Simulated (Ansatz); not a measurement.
## Nudged elastic band, with input and output: C$_{2}$H$_{10}$OSi$_{3}$ (part 1 of 2)

The run: nudged elastic band of C$_{2}$H$_{10}$OSi$_{3}$. Method and program: RKS r2SCAN-D4/6-31G (Ansatz 0.2.0).

It belongs to a series of runs on one base structure; here: band between the two ends. Figures and captions count atoms from 1; the log counts them from 0 in places.

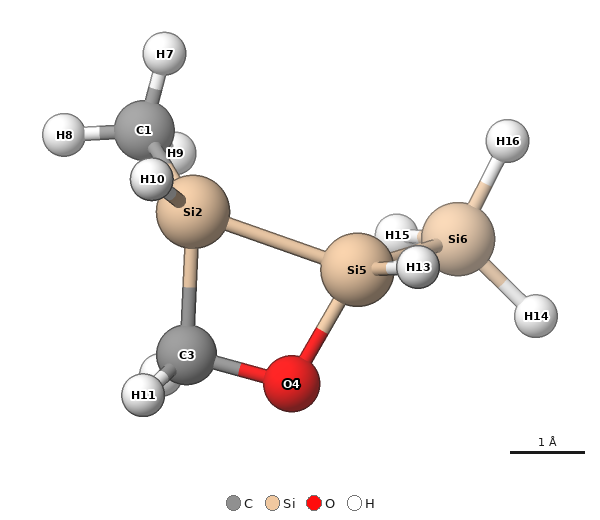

The input geometry (ball-and-stick view, seen at a tilt; atoms are numbered from 1 in the order of the input).

The input:
```yaml
crystal:
  periodic: [false, false, false]
  atoms:
    - { symbol: C, position_ang: [-1.96791, -1.109106, 0.673112] }
    - { symbol: Si, position_ang: [-0.112209, -0.924055, 1.096297] }
    - { symbol: C, position_ang: [1.179078, -1.648456, -0.202971] }
    - { symbol: O, position_ang: [1.998304, -0.439571, -0.524782] }
    - { symbol: Si, position_ang: [1.156772, 0.920099, 0.295823] }
    - { symbol: Si, position_ang: [0.165488, 2.441166, -1.219113] }
    - { symbol: H, position_ang: [-2.580091, -0.506159, 1.353792] }
    - { symbol: H, position_ang: [-2.281925, -2.155666, 0.768504] }
    - { symbol: H, position_ang: [-2.163688, -0.778878, -0.352807] }
    - { symbol: H, position_ang: [0.148768, -1.367804, 2.515622] }
    - { symbol: H, position_ang: [1.846653, -2.426162, 0.184287] }
    - { symbol: H, position_ang: [0.701959, -2.019565, -1.120143] }
    - { symbol: H, position_ang: [2.10722, 1.648695, 1.217679] }
    - { symbol: H, position_ang: [1.179397, 3.095696, -2.116165] }
    - { symbol: H, position_ang: [-0.8457, 1.729627, -2.077009] }
    - { symbol: H, position_ang: [-0.554915, 3.51754, -0.448025] }
basis:
  gaussian: { orbitals: "6-31G" }
hamiltonian:
  xc: r2scan
  dispersion: d4
neb:
  order_check: false
  images: 9
  f_tol: 0.05
  max_iterations: 19
  final_atoms:
    - { symbol: C, position_ang: [-1.9093119, -0.87904115, 0.47372057] }
    - { symbol: Si, position_ang: [-0.16096486, -0.60675476, 1.21417709] }
    - { symbol: C, position_ang: [1.21440205, -1.39042692, 0.0398595] }
    - { symbol: O, position_ang: [1.99802127, -0.13546041, -0.22626432] }
    - { symbol: Si, position_ang: [1.24241301, 1.39758999, 0.95268189] }
    - { symbol: Si, position_ang: [-0.05590874, 2.28375954, -0.9176387] }
    - { symbol: H, position_ang: [-2.66740655, -0.40418676, 1.10746091] }
    - { symbol: H, position_ang: [-2.14296675, -1.94944056, 0.40833466] }
    - { symbol: H, position_ang: [-1.97620647, -0.43767741, -0.52639775] }
    - { symbol: H, position_ang: [-0.09380083, -1.33657378, 2.53916824] }
    - { symbol: H, position_ang: [1.86893536, -2.1207612, 0.52923359] }
    - { symbol: H, position_ang: [0.85170058, -1.77375667, -0.91983873] }
    - { symbol: H, position_ang: [2.90391162, -0.23392376, -0.57394503] }
    - { symbol: H, position_ang: [0.76018743, 3.22559452, -1.77454757] }
    - { symbol: H, position_ang: [-0.621902, 1.25083895, -1.87380856] }
    - { symbol: H, position_ang: [-1.23390222, 3.08762138, -0.40809482] }
  initial_path:
    images:
      - { positions_ang: [[-1.96791, -1.109106, 0.673112], [-0.112209, -0.924055, 1.096297], [1.179078, -1.648456, -0.202971], [1.998304, -0.439571, -0.524782], [1.156772, 0.920099, 0.295823], [0.165488, 2.441166, -1.219113], [-2.580091, -0.506159, 1.353792], [-2.281925, -2.155666, 0.768504], [-2.163688, -0.778878, -0.352807], [0.148768, -1.367804, 2.515622], [1.846653, -2.426162, 0.184287], [0.701959, -2.019565, -1.120143], [2.10722, 1.648695, 1.217679], [1.179397, 3.095696, -2.116165], [-0.8457, 1.729627, -2.077009], [-0.554915, 3.51754, -0.448025]] }
      - { positions_ang: [[-1.92126766, -1.09657471, 0.60644388], [-0.122093, -0.88301333, 1.09746499], [1.18207813, -1.64087305, -0.13690806], [1.90356183, -0.45617347, -0.58596466], [1.15424411, 0.89087744, 0.2657461], [0.13593888, 2.44963597, -1.14347924], [-2.56327829, -0.45742053, 1.21525451], [-2.25342865, -2.1191262, 0.73052412], [-2.0783445, -0.80983989, -0.42714083], [0.09680181, -1.27622991, 2.5333858], [1.90072902, -2.30982618, 0.29649682], [0.74359999, -2.11972025, -0.96328552], [2.13489266, 1.40296351, 0.8984572], [1.11478027, 3.12599977, -2.04465041], [-0.9082553, 1.77249951, -1.98022774], [-0.54275829, 3.50422233, -0.31801596]] }
      - { positions_ang: [[-1.87462531, -1.08404343, 0.53977577], [-0.13197699, -0.84197166, 1.09863298], [1.18507825, -1.63329011, -0.07084512], [1.80881965, -0.47277594, -0.64714733], [1.15171622, 0.86165589, 0.2356692], [0.10638976, 2.45810594, -1.06784549], [-2.54646558, -0.40868206, 1.07671702], [-2.2249323, -2.0825864, 0.69254423], [-1.993001, -0.84080178, -0.50147465], [0.04483561, -1.18465582, 2.5511496], [1.95480505, -2.19349036, 0.40870664], [0.78524097, -2.21987551, -0.80642803], [2.16256532, 1.15723201, 0.5792354], [1.05016354, 3.15630354, -1.97313581], [-0.9708106, 1.81537203, -1.88344648], [-0.53060159, 3.49090465, -0.18800692]] }
      - { positions_ang: [[-1.82798297, -1.07151214, 0.47310765], [-0.14186099, -0.80093, 1.09980097], [1.18807838, -1.62570716, -0.00478218], [1.71407748, -0.48937841, -0.70832999], [1.14918833, 0.83243433, 0.20559229], [0.07684064, 2.46657591, -0.99221173], [-2.52965287, -0.35994359, 0.93817952], [-2.19643595, -2.04604659, 0.65456435], [-1.90765751, -0.87176368, -0.57580848], [-0.00713058, -1.09308172, 2.56891339], [2.00888107, -2.07715455, 0.52091646], [0.82688196, -2.32003076, -0.64957055], [2.19023797, 0.91150052, 0.2600136], [0.98554681, 3.18660731, -1.90162122], [-1.03336589, 1.85824454, -1.78666522], [-0.51844488, 3.47758698, -0.05799788]] }
      - { positions_ang: [[-1.78134062, -1.05898086, 0.40643953], [-0.15174498, -0.75988833, 1.10096895], [1.1910785, -1.61812421, 0.06128076], [1.61933531, -0.50598088, -0.76951265], [1.14666044, 0.80321278, 0.17551539], [0.04729152, 2.47504588, -0.91657797], [-2.51284016, -0.31120512, 0.79964203], [-2.16793959, -2.00950679, 0.61658447], [-1.82231401, -0.90272557, -0.6501423], [-0.05909677, -1.00150763, 2.58667719], [2.06295709, -1.96081873, 0.63312629], [0.86852294, -2.42018601, -0.49271307], [2.21791063, 0.66576903, -0.05920821], [0.92093008, 3.21691108, -1.83010662], [-1.09592119, 1.90111705, -1.68988395], [-0.50628818, 3.46426931, 0.07201116]] }
      - { positions_ang: [[-1.73469828, -1.04644957, 0.33977142], [-0.16162898, -0.71884666, 1.10213694], [1.19407863, -1.61054127, 0.1273437], [1.52459314, -0.52258335, -0.83069532], [1.14413255, 0.77399122, 0.14543849], [0.0177424, 2.48351586, -0.84094421], [-2.49602745, -0.26246665, 0.66110454], [-2.13944324, -1.97296699, 0.57860458], [-1.73697051, -0.93368746, -0.72447613], [-0.11106297, -0.90993354, 2.60444099], [2.11703311, -1.84448291, 0.74533611], [0.91016393, -2.52034127, -0.33585558], [2.24558329, 0.42003754, -0.37843001], [0.85631336, 3.24721485, -1.75859203], [-1.15847649, 1.94398957, -1.59310269], [-0.49413147, 3.45095163, 0.2020202]] }
      - { positions_ang: [[-1.769621, -1.01296789, 0.36656125], [-0.16149616, -0.69642828, 1.12454497], [1.19814331, -1.5665184, 0.10984686], [1.61927876, -0.44515877, -0.70980912], [1.16378864, 0.89871098, 0.30688717], [0.00301217, 2.44356459, -0.85628311], [-2.53030327, -0.29081067, 0.75037582], [-2.14014794, -1.9682617, 0.5445506], [-1.7848177, -0.83448545, -0.68486045], [-0.10761054, -0.99526159, 2.59138644], [2.06741356, -1.89973857, 0.7021156], [0.89847126, -2.37102435, -0.45265221], [2.37724895, 0.28924528, -0.41753301], [0.83708817, 3.24289079, -1.76178314], [-1.05116159, 1.80535944, -1.64924387], [-0.64208562, 3.37828558, 0.0799972]] }
      - { positions_ang: [[-1.80454373, -0.9794862, 0.39335108], [-0.16136333, -0.6740099, 1.146953], [1.20220799, -1.52249553, 0.09235002], [1.71396439, -0.36773418, -0.58892292], [1.18344474, 1.02343073, 0.46833585], [-0.01171806, 2.40361333, -0.87162201], [-2.56457909, -0.31915469, 0.83964709], [-2.14085265, -1.96355642, 0.51049662], [-1.83266489, -0.73528344, -0.64524478], [-0.10415811, -1.08058964, 2.57833189], [2.01779401, -1.95499423, 0.6588951], [0.88677859, -2.22170743, -0.56944884], [2.50891462, 0.15845302, -0.45663602], [0.81786299, 3.23856672, -1.76497425], [-0.94384669, 1.66672932, -1.70538504], [-0.79003977, 3.30561953, -0.0420258]] }
      - { positions_ang: [[-1.83946645, -0.94600452, 0.42014091], [-0.16123051, -0.65159152, 1.16936103], [1.20627268, -1.47847266, 0.07485318], [1.80865002, -0.29030959, -0.46803672], [1.20310083, 1.14815048, 0.62978453], [-0.02644829, 2.36366207, -0.8869609], [-2.59885491, -0.34749871, 0.92891836], [-2.14155735, -1.95885113, 0.47644263], [-1.88051208, -0.63608143, -0.6056291], [-0.10070568, -1.16591769, 2.56527734], [1.96817446, -2.01024988, 0.6156746], [0.87508592, -2.07239051, -0.68624547], [2.64058029, 0.02766076, -0.49573902], [0.7986378, 3.23424265, -1.76816535], [-0.8365318, 1.5280992, -1.76152621], [-0.93799392, 3.23295348, -0.16404881]] }
      - { positions_ang: [[-1.87438918, -0.91252283, 0.44693074], [-0.16109769, -0.62917314, 1.19176906], [1.21033736, -1.43444979, 0.05735634], [1.90333564, -0.212885, -0.34715052], [1.22275692, 1.27287024, 0.79123321], [-0.04117852, 2.3237108, -0.9022998], [-2.63313073, -0.37584274, 1.01818964], [-2.14226205, -1.95414585, 0.44238865], [-1.92835927, -0.53687942, -0.56601343], [-0.09725326, -1.25124574, 2.55222279], [1.91855491, -2.06550554, 0.57245409], [0.86339325, -1.92307359, -0.8030421], [2.77224595, -0.1031315, -0.53484202], [0.77941261, 3.22991858, -1.77135646], [-0.7292169, 1.38946907, -1.81766738], [-1.08594807, 3.16028743, -0.28607181]] }
      - { positions_ang: [[-1.9093119, -0.87904115, 0.47372057], [-0.16096486, -0.60675476, 1.21417709], [1.21440205, -1.39042692, 0.0398595], [1.99802127, -0.13546041, -0.22626432], [1.24241301, 1.39758999, 0.95268189], [-0.05590874, 2.28375954, -0.9176387], [-2.66740655, -0.40418676, 1.10746091], [-2.14296675, -1.94944056, 0.40833466], [-1.97620647, -0.43767741, -0.52639775], [-0.09380083, -1.33657378, 2.53916824], [1.86893536, -2.1207612, 0.52923359], [0.85170058, -1.77375667, -0.91983873], [2.90391162, -0.23392376, -0.57394503], [0.76018743, 3.22559452, -1.77454757], [-0.621902, 1.25083895, -1.87380856], [-1.23390222, 3.08762138, -0.40809482]] }
```

Machine: 2 threads of Arm Neoverse N1, 16 GiB of memory available, shared host.

Launched with:
```bash
ansatz run input.yaml --threads 2 --pin off --max-ram 3072MiB --backend cpu --events-out ev --progress --plain --runs-dir out
```

Output:
```
Engine: ansatz 0.2.0, aarch64-unknown-linux-gnu
Functional definition: r2SCAN
  parameter k0 = 0.174
  parameter k1 = 0.065
  parameter a1 = 4.9479
  exchange = r2scan_x(k0 = k0, k1 = k1, a1 = a1)
  correlation = r2scan_c
1146 factors; integrals over basis functions are off by at most 1.7e-4 eV
mean field evaluation 1: about -27898.9976 eV, gradient 6.1e1 eV
mean field evaluation 2: about -27835.7263 eV, gradient 1.6e2 eV
mean field evaluation 4: about -27907.2605 eV, gradient 9.2e0 eV
mean field evaluation 8: about -27907.4416 eV, gradient 3.1e-1 eV
mean field evaluation 16: about -27907.4418 eV, gradient 2.9e-5 eV
mean field -27907.44181399 eV, -1025.5795703207 hartree, gradient 2.9e-5 eV, S^2 0.000000; 0 other end points of the search recorded, 0 dependent functions left out
the calculation of the forces begins
reference -27907.44182699 eV, -1025.5795707983 hartree; 36, 36 occupied and 50, 50 virtual orbitals, 1146 factors
1146 factors; integrals over basis functions are off by at most 1.6e-4 eV
mean field evaluation 32: about -27906.4663 eV, gradient 3.7e-5 eV
mean field -27906.46634784 eV, -1025.5437226007 hartree, gradient 3.7e-5 eV, S^2 0.000000; 0 other end points of the search recorded, 0 dependent functions left out
[... from here on the field's lines of each further geometry are left out, up to the last ...]
NEB iter   1: max|band force component| = 2.335e1 eV/Å  barrier→ = 6.0207 eV  barrier← = 5.0568 eV  Δτ_max = 0.1966 Å  (287 SCF iters)
NEB iter   2: max|band force component| = 7.570e0 eV/Å  barrier→ = 3.1312 eV  barrier← = 2.1674 eV  Δτ_max = 0.1973 Å  (254 SCF iters)
NEB iter   3: max|band force component| = 3.498e0 eV/Å  barrier→ = 2.2524 eV  barrier← = 1.2885 eV  Δτ_max = 0.1982 Å  (261 SCF iters)
NEB iter   4: max|band force component| = 1.115e0 eV/Å  barrier→ = 2.0651 eV  barrier← = 1.1013 eV  Δτ_max = 0.1443 Å  (259 SCF iters)
NEB iter   5: max|band force component| = 6.360e-1 eV/Å  barrier→ = 2.1082 eV  barrier← = 1.1443 eV  Δτ_max = 0.0690 Å  (253 SCF iters)
NEB iter   6: max|band force component| = 1.252e0 eV/Å  barrier→ = 1.9752 eV  barrier← = 1.0114 eV  CI = image 6  Δτ_max = 0.1958 Å  (252 SCF iters)
NEB iter   7: max|band force component| = 8.741e-1 eV/Å  barrier→ = 2.2614 eV  barrier← = 1.2975 eV  CI = image 6  Δτ_max = 0.2000 Å  (250 SCF iters)
NEB iter   8: max|band force component| = 1.838e0 eV/Å  barrier→ = 2.3669 eV  barrier← = 1.4031 eV  CI = image 6  Δτ_max = 0.0992 Å  (257 SCF iters)
NEB iter   9: max|band force component| = 6.901e-1 eV/Å  barrier→ = 2.2910 eV  barrier← = 1.3272 eV  CI = image 6  Δτ_max = 0.0733 Å  (233 SCF iters)
NEB iter  10: max|band force component| = 2.017e-1 eV/Å  barrier→ = 2.2868 eV  barrier← = 1.3230 eV  CI = image 6  Δτ_max = 0.0420 Å  (248 SCF iters)
the calculation of the forces begins
reference -27906.46346237 eV, -1025.5436165618 hartree; 36, 36 occupied and 50, 50 virtual orbitals, 1146 factors
1146 factors; integrals over basis functions are off by at most 1.6e-4 eV
mean field evaluation 960: about -27905.1533 eV, gradient 1.1e-4 eV
mean field -27905.15328870 eV, -1025.4954685675 hartree, gradient 9.8e-6 eV, S^2 0.000000; 1 other end points of the search recorded, 0 dependent functions left out
the calculation of the forces begins
reference -27905.15330110 eV, -1025.4954690231 hartree; 36, 36 occupied and 50, 50 virtual orbitals, 1146 factors
NEB iter  11: max|band force component| = 4.888e-2 eV/Å  barrier→ = 2.2845 eV  barrier← = 1.3207 eV  CI = image 6  Δτ_max = 0.0000 Å  (484 SCF iters)
```

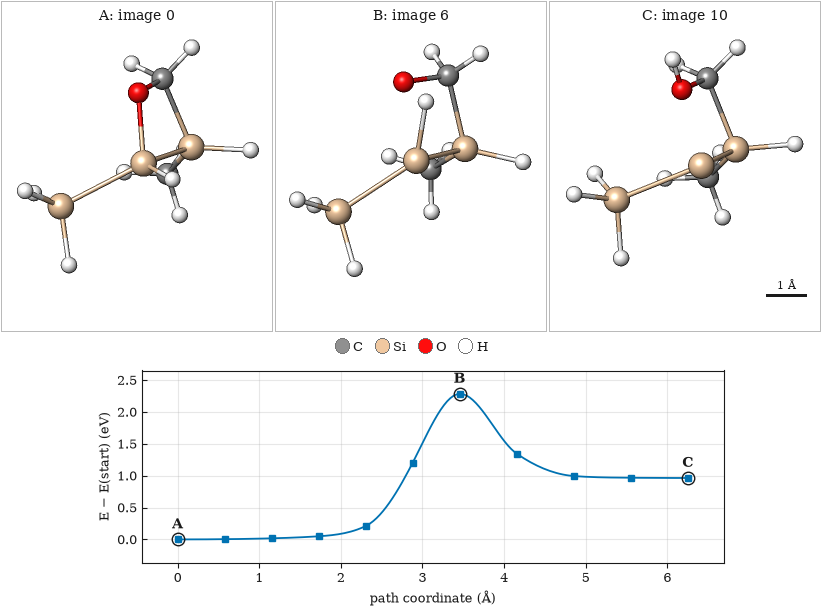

Images of the last band (counted from 0; ball-and-stick, seen at a tilt) above the energy along the path; the line is a cubic interpolation that uses the forces. The highest image is number 6, 2.285 eV above the start and 1.321 eV above the end (the climbing image); the end lies 0.964 eV above the start. The path is 6.25 Å long. The band converged in 11 iterations.
